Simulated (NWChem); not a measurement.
# One shape, several levels: AlSi2H5O (SMILES [SiH3][Al]1[O][SiH2]1)

We compute a comparison of 6 runs (HF/STO-3G, HF/3-21G, HF/6-31G, B3LYP/6-31G*, r2SCAN/6-31+G*, CCSD(T)/6-31G) of AlSi2H5O. 

The results are computed with NWChem 7.3.0.

2 further runs of the same task are left out: 2 set aside as unsound or not needed.

### 1 The molecule

AlSi2H5O has 9 atoms, charge 0, and is taken as a singlet. SMILES: `[SiH3][Al]1[O][SiH2]1`. Geometry: relaxed at PBE0-D4/def2-TZVP.

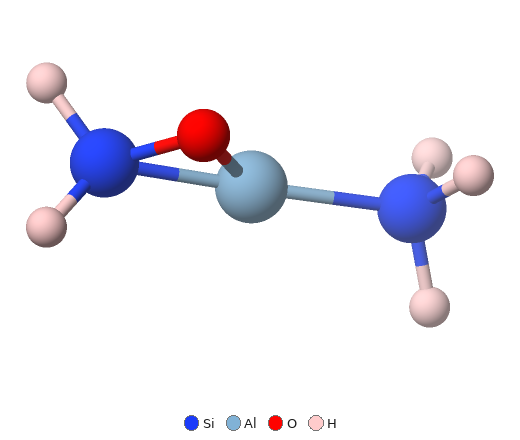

Viewed from a chosen angle; silicon blue, aluminium light blue, oxygen red, hydrogen pink.

### 2 Energy and gradient at HF/STO-3G (run 1)

Input file alh5osi2.nw:

```
start alh5osi2
title "AlH5OSi2"
memory stack 880 mb heap 220 mb global 1100 mb
geometry units angstrom noautosym nocenter noautoz
  Si      -0.652900       1.717100      -1.334700
  Al      -0.124900      -0.148900       0.162800
  O        1.392700      -0.965300       0.434300
  Si       0.478600      -1.877700       1.520900
  H       -1.763800       1.326700      -2.244900
  H       -1.100100       2.886400      -0.529300
  H        0.526500       2.112800      -2.150200
  H        0.403300      -3.327600       1.187000
  H        0.929000      -1.770000       2.936900
end
basis spherical bse
  * library STO-3G
end
scf
  thresh 1e-08
  maxiter 80
end
task scf gradient
```

The run is started by

```sh
$ nwchem alh5osi2.nw > alh5osi2.out
```

Log:

```text
[...]
  functions       =    37
[...]
  wavefunction    = RHF
[...]
         Total SCF energy =   -886.926218874460
      One-electron energy =  -1708.453435604498
      Two-electron energy =    586.513760907433
 Nuclear repulsion energy =    235.013455822605
        Time for solution =      1.7s
[...]
                         RHF ENERGY GRADIENTS
    atom               coordinates                        gradient
                 x          y          z           x          y          z
   1 Si     -1.233802   3.244848  -2.522217   -0.000370   0.017667  -0.016109
   2 Al     -0.236027  -0.281380   0.307647   -0.034432   0.024691  -0.011715
   3 O       2.631821  -1.824152   0.820708   -0.002990  -0.034811   0.031908
   4 Si      0.904423  -3.548338   2.874084    0.042856  -0.000868  -0.012103
   5 H      -3.333099   2.507099  -4.242246   -0.024692  -0.011750  -0.018032
   6 H      -2.078888   5.454505  -1.000232   -0.009696   0.023587   0.020740
   7 H       0.994941   3.992613  -4.063289    0.027144   0.006826  -0.016617
   8 H       0.762126  -6.288252   2.243105   -0.004277  -0.028542  -0.006874
   9 H       1.755555  -3.344815   5.549936    0.006457   0.003200   0.028803
[...]
```

Run time: 2.8 s. Hardware: 1 thread of Intel Xeon 6975P-C (Granite Rapids), shared host; peak memory 0.096 GiB.

### 3 Energy and gradient at HF/3-21G (run 2)

Input file run.nw:

```
start run
title "AlH5OSi2 gradient"
memory total 2200 mb

geometry noautosym nocenter noautoz
  Si    -0.652900     1.717100    -1.334700
  Al    -0.124900    -0.148900     0.162800
  O      1.392700    -0.965300     0.434300
  Si     0.478600    -1.877700     1.520900
  H     -1.763800     1.326700    -2.244900
  H     -1.100100     2.886400    -0.529300
  H      0.526500     2.112800    -2.150200
  H      0.403300    -3.327600     1.187000
  H      0.929000    -1.770000     2.936900
end

basis spherical bse
  * library 3-21G
end

scf
  singlet
  rhf
  thresh 1e-08
  maxiter 80
end

task scf gradient
```

The run is started by

```sh
$ nwchem run.nw > run.out
```

Log:

```text
[...]
  functions       =    58
[...]
  wavefunction    = RHF
[...]
         Total SCF energy =   -892.738578864463
      One-electron energy =  -1708.299933301374
      Two-electron energy =    580.547898614307
 Nuclear repulsion energy =    235.013455822605
        Time for solution =      2.1s
[...]
                         RHF ENERGY GRADIENTS
    atom               coordinates                        gradient
                 x          y          z           x          y          z
   1 Si     -1.233802   3.244848  -2.522217    0.003158  -0.001172   0.000019
   2 Al     -0.236027  -0.281380   0.307647   -0.001647  -0.014465   0.013393
   3 O       2.631821  -1.824152   0.820708   -0.006257  -0.014167   0.014495
   4 Si      0.904423  -3.548338   2.874084   -0.001184   0.031554  -0.027752
   5 H      -3.333099   2.507099  -4.242246    0.000311   0.000137   0.000501
   6 H      -2.078888   5.454505  -1.000232   -0.000007  -0.000478  -0.000282
   7 H       0.994941   3.992613  -4.063289   -0.000610   0.000989  -0.000655
   8 H       0.762126  -6.288252   2.243105    0.002972  -0.001606  -0.000326
   9 H       1.755555  -3.344815   5.549936    0.003265  -0.000792   0.000607
[...]
```

Wall time 3.3 s (1 thread of Intel Xeon 6975P-C (Granite Rapids), shared host); peak memory 0.094 GiB.

Runs 3 to 4 aren't shown in full; the table further down has their settings and results.

### 4 Energy and gradient at r2SCAN/6-31+G(d) (spherical functions) (run 5)

Input file sp.nw:

```
start sp
title "AlH5OSi2"
memory total 2200 mb

geometry units angstrom noautosym nocenter noautoz
  Si   -0.652900    1.717100   -1.334700
  Al   -0.124900   -0.148900    0.162800
  O     1.392700   -0.965300    0.434300
  Si    0.478600   -1.877700    1.520900
  H    -1.763800    1.326700   -2.244900
  H    -1.100100    2.886400   -0.529300
  H     0.526500    2.112800   -2.150200
  H     0.403300   -3.327600    1.187000
  H     0.929000   -1.770000    2.936900
end

basis spherical bse
  * library 6-31+G*
end

dft
  xc r2scan
  grid fine
  convergence energy 1e-08
  iterations 100
  mulliken
end

task dft gradient
```

The run is started by

```sh
$ nwchem sp.nw > sp.out
```

Log:

```text
[...]
          Wavefunction type:  closed shell.
          No. of atoms     :     9
          No. of electrons :    54
[...]
          Charge           :     0
          Spin multiplicity:     1
[...]
          AO basis - number of functions:    94
[...]
              XC Information
              --------------
                      r^2SCAN Method XC Functional
               r^2SCAN metaGGA Exchange Functional  1.000
                     r^2SCAN Correlation Potential  1.000
[...]
 d= 0,ls=0.0,diis     1   -899.3624630736 -1.13D+03  4.53D-02  9.91D-01     3.1
[...]
 d= 0,ls=0.0,diis    11   -899.4935666810 -5.11D-09  8.87D-07  1.14D-09    26.4
         Total DFT energy =     -899.493566680978
      One electron energy =    -1714.525938035691
           Coulomb energy =      650.883492925107
    Exchange-Corr. energy =      -70.864577393000
 Nuclear repulsion energy =      235.013455822605
[...]
      Total Density - Mulliken Population Analysis
     ---------------------------------------------
    Atom       Charge   Shell Charges
 -----------   ------   -------------------------------------------------------
    1 Si  14    13.75   2.00  2.00  5.96  0.98  2.03  0.47  0.45 -0.25  0.02  0.10
    2 Al  13    12.92   2.00  2.00  5.96  0.89  1.12  0.42  0.02  0.08  0.27  0.15
    3 O    8     8.33   2.00  0.90  2.86  1.03  1.82 -0.28 -0.02  0.02
    4 Si  14    13.75   2.00  2.00  5.96  0.95  1.78  0.55  0.36 -0.09  0.05  0.20
    5 H    1     1.04   0.50  0.54
    6 H    1     1.04   0.50  0.54
    7 H    1     1.03   0.50  0.53
    8 H    1     1.07   0.50  0.56
    9 H    1     1.07   0.50  0.56
[...]
  wavefunction    = closed shell
                         DFT ENERGY GRADIENTS
    atom               coordinates                        gradient
                 x          y          z           x          y          z
   1 Si     -1.233802   3.244848  -2.522217   -0.000566   0.001117  -0.000855
   2 Al     -0.236027  -0.281380   0.307647    0.009920  -0.006574   0.002885
   3 O       2.631821  -1.824152   0.820708   -0.016382  -0.002574   0.007218
   4 Si      0.904423  -3.548338   2.874084    0.007219   0.008543  -0.009811
   5 H      -3.333099   2.507099  -4.242246    0.000719  -0.000142   0.000741
   6 H      -2.078888   5.454505  -1.000232    0.000374  -0.000936  -0.000155
   7 H       0.994941   3.992613  -4.063289   -0.000597  -0.000652   0.000833
   8 H       0.762126  -6.288252   2.243105   -0.000132   0.001253   0.000290
   9 H       1.755555  -3.344815   5.549936   -0.000554  -0.000035  -0.001145
[...]
```

Wall time 36 s (1 thread of Intel Xeon 6975P-C (Granite Rapids), shared host); peak memory 0.12 GiB.

### 5 A single-point energy at CCSD(T)/6-31G (run 6)

Input file mol.nw:

```
start mol
title "AlH5OSi2"
memory stack 880 mb heap 220 mb global 1100 mb
charge 0

geometry units angstrom noautosym nocenter noautoz
  Si   -0.652900    1.717100   -1.334700
  Al   -0.124900   -0.148900    0.162800
  O     1.392700   -0.965300    0.434300
  Si    0.478600   -1.877700    1.520900
  H    -1.763800    1.326700   -2.244900
  H    -1.100100    2.886400   -0.529300
  H     0.526500    2.112800   -2.150200
  H     0.403300   -3.327600    1.187000
  H     0.929000   -1.770000    2.936900
end

basis "ao basis" spherical bse
  * library 6-31G
end

scf
  singlet
  rhf
  thresh 1e-08
  maxiter 80
end

ccsd
  freeze core 16
  maxiter 60
end

task ccsd(t)
```

The run is started by

```sh
$ nwchem mol.nw > mol.out
```

Log:

```text
[...]
  functions       =    58
[...]
  wavefunction    = RHF
[...]
         Total SCF energy =   -897.370581066313
      One-electron energy =  -1713.304017853948
      Two-electron energy =    580.919980965030
 Nuclear repulsion energy =    235.013455822605
        Time for solution =      8.7s
[...]
 Total MP2 energy:           -897.641540849145827
[...]
             energy      energy      error      ampl     ampl      Block
                                                time     time      time
[...]
 Total CCSD energy:           -897.677445517227966
[...]
 Total CCSD+T(CCSD) energy:           -897.687192601036259
[...]
 Total CCSD(T) energy:                -897.685464280197493
[...]
```

Run time: 42 s. Hardware: 1 thread of Intel Xeon 6975P-C (Granite Rapids), shared host; peak memory 0.12 GiB.

### 6 Overview of the runs

```tsv
run	level	Cartesian functions	iteration cap	energy (Eh)	dipole moment (D)	HOMO energy (eV)	LUMO energy (eV)	wall time
1	HF/STO-3G	no	80	-886.926219	3.06	-4.12	6.54	2.8 s
2	HF/3-21G	no	80	-892.738579	2.73	-8.50	1.07	3.3 s
3	HF/6-31G	no	80	-897.370581	–	–	–	12 s
4	B3LYP/6-31G* (Cartesian functions)	yes	100	-899.672725	1.91	-5.86	-1.75	32 s
5	r2SCAN/6-31+G* (spherical functions)	no	100	-899.493567	1.96	-5.40	-2.36	36 s
6	CCSD(T)/6-31G	no	80	-897.685464	–	-8.59	0.95	42 s
```

### 7 Results

| quantity | value |
| --- | --- |
| run 6: total energy | -897.68546 Eh |
| run 6: HOMO energy (Hartree–Fock orbitals) | -8.59 eV |
| run 6: LUMO energy (Hartree–Fock orbitals) | 0.95 eV |
| run 6: HOMO–LUMO gap (Hartree–Fock orbitals) | 9.54 eV |
| run 6: correlation energy (16 core orbitals frozen) | -314.9 mEh |
| run 6: (T) correction | -8.02 mEh |

Over runs 1, 2, 4, 5 the dipole moment (its size) runs from 1.91 D (B3LYP/6-31G*) to 3.06 D (HF/STO-3G). The two ends differ in method and basis. Over runs 1, 2, 4, 5 the HOMO–LUMO gap runs from 3.04 eV (r2SCAN/6-31+G*) to 10.66 eV (HF/STO-3G). Totals of different functionals can't be ranked against each other. In run 1 the basis is minimal, so the values are rough. All runs together took 2.1 min, the longest 42 s.
